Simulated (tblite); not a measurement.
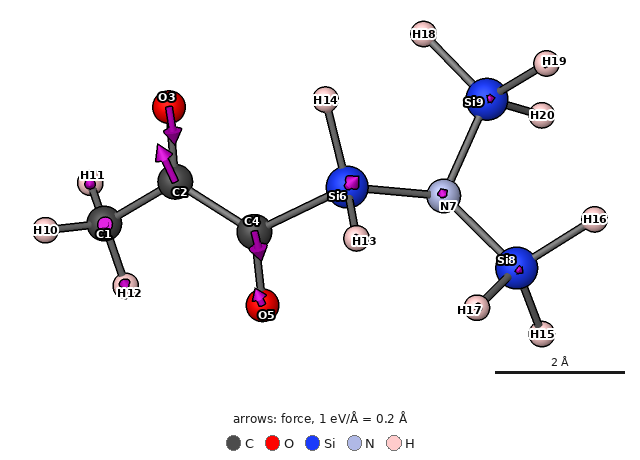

Starting geometry of C₃H₁₁NO₂Si₃ with the computed forces as purple arrows. Style: ball-and-stick. Shown at a tilt.

The calculation used tblite 0.8.0, GFN2-xTB geometry optimisation, gas phase. 

What follows when this structure is relaxed?

It isn't relaxed: the largest force vector, on C2, is 3.52 eV/Å. The final displacements have little in common with the starting forces (cosine between the two patterns 0.17). Over 195 geometry steps the energy falls by 0.780 eV. O3 moves most after the best rigid fit: 1.53 Å. By element the largest moves are O 1.53 Å, H 1.34 Å, N 0.64 Å, C 0.50 Å, Si 0.33 Å. Near-neighbour distances that change, for instance: C4–Si6 1.848 → 1.924 Å, C2–O3 1.260 → 1.209 Å, C2–C4 1.474 → 1.524 Å, Si9–H19 1.499 → 1.462 Å. Bond angles that change, for instance: C2–C4–Si6 121.2° → 110.9°, O5–C4–Si6 116.7° → 126.7°, N7–Si9–H18 115.0° → 106.9°. Groups turn about C1–C2 by about 50°, C4–Si6 by about 50°. The run took 2.1 s on 1 thread of Arm Neoverse V1, on a shared host.
